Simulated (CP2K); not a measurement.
**Si2H5OF (SMILES O[SiH](F)[SiH3]) at PBE/TZV2P-MOLOPT-PBE-GTH (core potential)**

Aim: the energy change on altering one bond length of Si2H5OF at PBE/TZV2P-MOLOPT-PBE-GTH (core potential), from 2 runs. 

The calculation is run with CP2K 2026.2.

## 1. The structure to begin with

Si2H5OF has 9 atoms, charge 0, and is taken as a singlet. As SMILES, `O[SiH](F)[SiH3]`. The coordinates come from a PBE0-D4/def2-TZVP relaxation. This is one conformer, not always the lowest.

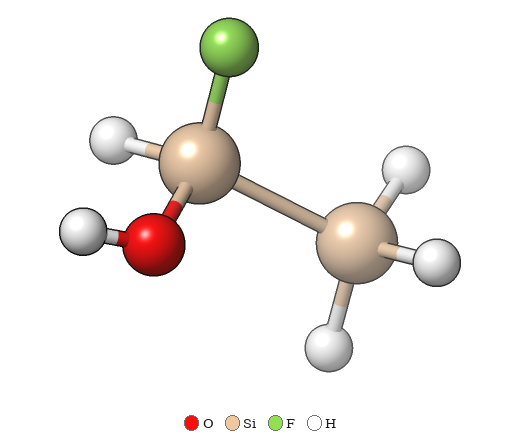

The structure, seen from a chosen angle (oxygen red, silicon light orange, fluorine green, hydrogen white).

## 2. A single-point energy at PBE/TZV2P-MOLOPT-PBE-GTH (core potential)

File run.inp:

```
&GLOBAL
 PROJECT run
 RUN_TYPE ENERGY
 PRINT_LEVEL MEDIUM
&END GLOBAL

&FORCE_EVAL
 METHOD QS
 &DFT
  BASIS_SET_FILE_NAME BASIS_MOLOPT_UZH
  POTENTIAL_FILE_NAME POTENTIAL_UZH
  # Quickstep
  &QS
   METHOD GPW
   EPS_DEFAULT 1.0E-10
  &END QS
  &MGRID
   CUTOFF 400
   REL_CUTOFF 50
   NGRIDS 4
  &END MGRID
  &POISSON
   PERIODIC NONE
   POISSON_SOLVER MULTIPOLE
  &END POISSON
  &SCF
   SCF_GUESS ATOMIC
   EPS_SCF 1.0E-06
   MAX_SCF 50
   &OT
    MINIMIZER DIIS
    PRECONDITIONER FULL_SINGLE_INVERSE
   &END OT
   &OUTER_SCF
    EPS_SCF 1.0E-06
    MAX_SCF 5
   &END OUTER_SCF
  &END SCF
  &XC
   &XC_FUNCTIONAL PBE
   &END XC_FUNCTIONAL
  &END XC
  # extra output
  &PRINT
   &MOMENTS
    PERIODIC F
    REFERENCE COM
    MAX_MOMENT 1
   &END MOMENTS
   &MO_CUBES
    NLUMO 3
    NHOMO -1
    WRITE_CUBE F
   &END MO_CUBES
   &HIRSHFELD OFF
   &END HIRSHFELD
  &END PRINT
 &END DFT
 # structure
 &SUBSYS
  # vacuum box
  &CELL
   ABC 10.8 9.6 11.6
   PERIODIC NONE
  &END CELL
  &COORD
   O     -0.392500    -0.610800     1.768100
   Si    -0.831500    -0.160600     0.257700
   F     -1.775600     1.133800     0.319400
   Si     1.135000     0.371100    -0.891700
   H     -1.050500    -1.005600     2.343000
   H     -1.664600    -1.215400    -0.380600
   H      0.798700     0.860600    -2.255200
   H      1.981700    -0.845200    -1.013900
   H      1.887800     1.425600    -0.163800
  &END COORD
  &TOPOLOGY
   &CENTER_COORDINATES
   &END CENTER_COORDINATES
  &END TOPOLOGY
  &KIND O
   BASIS_SET TZV2P-MOLOPT-PBE-GTH-q6
   POTENTIAL GTH-PBE-q6
  &END KIND
  &KIND Si
   BASIS_SET TZV2P-MOLOPT-PBE-GTH-q4
   POTENTIAL GTH-PBE-q4
  &END KIND
  &KIND F
   BASIS_SET TZV2P-MOLOPT-PBE-GTH-q7
   POTENTIAL GTH-PBE-q7
  &END KIND
  &KIND H
   BASIS_SET TZV2P-MOLOPT-PBE-GTH-q1
   POTENTIAL GTH-PBE-q1
  &END KIND
 &END SUBSYS
&END FORCE_EVAL
```

Command:

```console
$ OMP_NUM_THREADS=1 cp2k.psmp -i run.inp -o run.out
```

The log of the run:

```text
CP2K| version string:                                       CP2K version 2026.2
[...]
 GLOBAL| Method name                                                        CP2K
[...]
 GLOBAL| Run type                                                         ENERGY
[...]
 DFT| Spin restricted Kohn-Sham (RKS) calculation                            RKS
 DFT| Multiplicity                                                             1
[...]
 DFT| Charge                                                                   0
[...]
 FUNCTIONAL| PBE:
 QS| Method:                                                                 GPW
[...]
 QS| Density cutoff [a.u.]:                                                200.0
[...]
 QS| Relative density cutoff [a.u.]:                                        25.0
[...]
                             - Atoms:                                          9
[...]
                             - Spherical basis functions:                    186
[...]
 Number of electrons:                                                         26
[...]
     1 OT DIIS     0.80E-01    2.8     0.10947584       -48.9543373651 -4.90E+01
[...]
    29 OT DIIS     0.80E-01    3.1     0.00000093       -51.1671610973 -6.94E-10
  *** SCF run converged in    29 steps ***
[...]
  Overlap energy of the core charge distribution:               0.00000008048682
  Self energy of the core charge distribution:               -133.44325712588585
  Core Hamiltonian energy:                                     37.01676134363170
  Hartree energy:                                              57.66458103502744
  Exchange-correlation energy:                                -12.40524643054589
  Total energy:                                               -51.16716109728578
[...]
                     Mulliken Population Analysis
 #  Atom  Element  Kind  Atomic population                           Net charge
       1     O        1          6.409345                             -0.409345
       2     Si       2          3.226471                              0.773529
       3     F        3          7.379362                             -0.379362
       4     Si       2          3.748280                              0.251720
       5     H        4          0.868493                              0.131507
       6     H        4          1.110149                             -0.110149
       7     H        4          1.090235                             -0.090235
       8     H        4          1.087230                             -0.087230
       9     H        4          1.080435                             -0.080435
 # Total charge                             26.000000                 -0.000000
[...]
  Dipole moment [Debye]
    X= -0.2553255E+00 Y= -0.1314839E+01 Z=  0.3391124E+00  Total=      1.3816617
[...]
 HOMO - LUMO gap [eV] :    5.942450
 ENERGY| Total FORCE_EVAL ( QS ) energy [hartree]            -51.167161097285785
[...]
```

Wall time 92 s (1 thread of Arm Neoverse N1, shared host); peak memory 0.93 GiB.

## 3. The distorted shape

File molecule.inp:

```
&GLOBAL
   PROJECT_NAME molecule
   RUN_TYPE ENERGY
   PRINT_LEVEL MEDIUM
&END GLOBAL
&FORCE_EVAL
   METHOD QUICKSTEP
   &DFT
      BASIS_SET_FILE_NAME BASIS_MOLOPT_UZH
      POTENTIAL_FILE_NAME POTENTIAL_UZH
      CHARGE 0
      MULTIPLICITY 1
      # Quickstep
      &QS
         METHOD GPW
         EPS_DEFAULT 1.0E-10
      &END QS
      &MGRID
         CUTOFF 400
         REL_CUTOFF 50
         NGRIDS 4
      &END MGRID
      &POISSON
         PERIODIC NONE
         POISSON_SOLVER MULTIPOLE
      &END POISSON
      &SCF
         SCF_GUESS ATOMIC
         EPS_SCF 1.0E-06
         MAX_SCF 40
         &OT ON
            MINIMIZER CG
            PRECONDITIONER FULL_ALL
         &END OT
         &OUTER_SCF
            EPS_SCF 1.0E-06
            MAX_SCF 5
         &END OUTER_SCF
      &END SCF
      &XC
         &XC_FUNCTIONAL PBE
         &END XC_FUNCTIONAL
      &END XC
      # extra output
      &PRINT
         &MOMENTS
            PERIODIC F
            REFERENCE COM
            MAX_MOMENT 1
         &END MOMENTS
         &MO_CUBES
            NLUMO 3
            NHOMO -1
            WRITE_CUBE F
         &END MO_CUBES
         &HIRSHFELD OFF
         &END HIRSHFELD
      &END PRINT
   &END DFT
   &SUBSYS
      # box in angstrom
      &CELL
         ABC [angstrom] 10.8 9.8 11.6
         PERIODIC NONE
      &END CELL
      &COORD
         SCALED T
         O    0.45323574   0.41887969   0.64863793
         Si   0.41258759   0.46481847   0.51843103
         F    0.32517093   0.59690010   0.52375000
         Si   0.59467093   0.51907357   0.41934483
         H    0.39230981   0.37859398   0.69819828
         H    0.33544870   0.35718582   0.46340517
         H    0.56353204   0.56902255   0.30180172
         H    0.67306907   0.39496133   0.40881034
         H    0.67482907   0.64281418   0.49150629
      &END COORD
      &KIND O
         BASIS_SET TZV2P-MOLOPT-PBE-GTH-q6
         POTENTIAL GTH-PBE-q6
      &END KIND
      &KIND Si
         BASIS_SET TZV2P-MOLOPT-PBE-GTH-q4
         POTENTIAL GTH-PBE-q4
      &END KIND
      &KIND F
         BASIS_SET TZV2P-MOLOPT-PBE-GTH-q7
         POTENTIAL GTH-PBE-q7
      &END KIND
      &KIND H
         BASIS_SET TZV2P-MOLOPT-PBE-GTH-q1
         POTENTIAL GTH-PBE-q1
      &END KIND
   &END SUBSYS
&END FORCE_EVAL
```

Command:

```console
$ OMP_NUM_THREADS=1 cp2k.psmp molecule.inp > molecule.out
```

The log of the run, shortened:

```text
CP2K| version string:                                       CP2K version 2026.2
[...]
 GLOBAL| Method name                                                        CP2K
[...]
 GLOBAL| Run type                                                         ENERGY
[...]
 DFT| Spin restricted Kohn-Sham (RKS) calculation                            RKS
 DFT| Multiplicity                                                             1
[...]
 DFT| Charge                                                                   0
[...]
 FUNCTIONAL| PBE:
 QS| Method:                                                                 GPW
[...]
 QS| Density cutoff [a.u.]:                                                200.0
[...]
 QS| Relative density cutoff [a.u.]:                                        25.0
[...]
                             - Atoms:                                          9
[...]
                             - Spherical basis functions:                    186
[...]
 Number of electrons:                                                         26
[...]
     1 OT CG       0.15E+00    2.8     0.11416948       -48.9716425031 -4.90E+01
[...]
    23 OT CG       0.10E+00    3.1     0.00000063       -51.1561216870 -1.26E-10
  *** SCF run converged in    23 steps ***
[...]
  Overlap energy of the core charge distribution:               0.00000007149680
  Self energy of the core charge distribution:               -133.44325712588585
  Core Hamiltonian energy:                                     36.90929425791567
  Hartree energy:                                              57.74089649365573
  Exchange-correlation energy:                                -12.36305538416081
  Total energy:                                               -51.15612168697847
[...]
                     Mulliken Population Analysis
 #  Atom  Element  Kind  Atomic population                           Net charge
       1     O        1          6.408241                             -0.408241
       2     Si       2          3.219759                              0.780241
       3     F        3          7.378274                             -0.378274
       4     Si       2          3.744994                              0.255006
[...]
  Dipole moment [Debye]
    X= -0.4189451E+00 Y= -0.1506435E+01 Z=  0.2373106E+00  Total=      1.5815116
[...]
 HOMO - LUMO gap [eV] :    5.761211
 ENERGY| Total FORCE_EVAL ( QS ) energy [hartree]            -51.156121686978466
[...]
```

Wall time 1.9 min (1 thread of Arm Neoverse N1, shared host); peak memory 0.93 GiB.

## 4. Results

Level: PBE/TZV2P-MOLOPT-PBE-GTH (core potential).

| quantity | value |
| --- | --- |
| first shape: total energy | -51.16716 Eh |
| first shape: dipole moment | 1.38 D |
| first shape: HOMO energy | -7.08 eV |
| first shape: LUMO energy | -1.13 eV |
| first shape: HOMO–LUMO gap | 5.94 eV |
| distorted shape: total energy | -51.15612 Eh |
| distorted shape: dipole moment | 1.58 D |
| distorted shape: HOMO energy | -7.11 eV |
| distorted shape: LUMO energy | -1.35 eV |
| distorted shape: HOMO–LUMO gap | 5.76 eV |
| energy change with the Si4–H9 bond stretched from 1.486 to 1.709 Å | 0.300 eV |

With the Si4–H9 bond stretched from 1.486 to 1.709 Å the energy rises by 0.30 eV (6.9 kcal/mol). The first shape isn't relaxed at this level, so the change isn't measured from a minimum.
